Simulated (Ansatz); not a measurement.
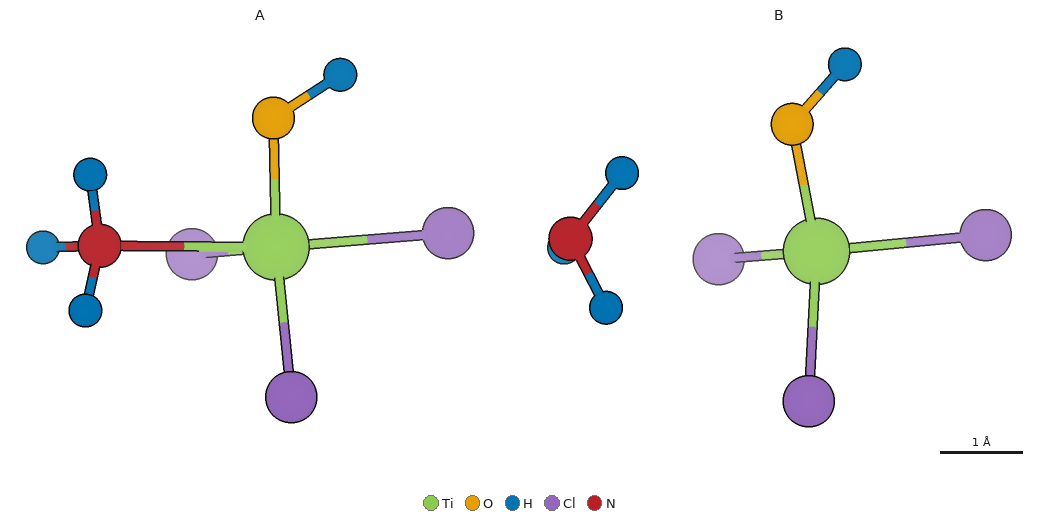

Two geometries of TiNH$_{4}$OCl$_{3}$, drawn at one scale. One is the start of a relaxation, the other its converged end. The picture is a ball-and-stick view, seen at a tilt.

Computed with Ansatz 0.2.0, RKS PBE-D4/def2-SVP. Settings: no spin polarisation; force threshold 0.03 eV/Å; at most 50 steps.

Which one is relaxed?

Structure A is the relaxed one. The run prepares an end point of a later path (reaction) calculation, from a guessed geometry. Over 12 geometry steps the energy falls by 71.7 kJ/mol. Largest force component: 1.7 eV/Å at the start, 0.011 eV/Å at the end. The N atom moves most after the best rigid fit: 0.66 Å. Largest moves by element: N 0.66 Å, Ti 0.29 Å, Cl 0.24 Å, H 0.22 Å, O 0.08 Å. Some distances before and after: N–Ti 3.253 → 2.313 Å, H–Ti 3.109 → 2.860 Å, H–Ti 2.925 → 2.795 Å, O–Ti 1.865 → 1.803 Å. New bonds form, among them: N–Ti (3.25 → 2.31 Å). Among the angles between lasting bonds that change: O–Ti–Cl 103.5° → 95.8°, Cl–Ti–Cl 106.3° → 99.2°, Cl–Ti–Cl 113.5° → 120.3°. Cost: 29 s on 4 threads of Arm Neoverse V2 (shared host), peak memory 0.23 GiB.

Limits of the set-up: the start holds two separate molecules, 2.2 Å apart at their closest, whose relative position is a soft coordinate.
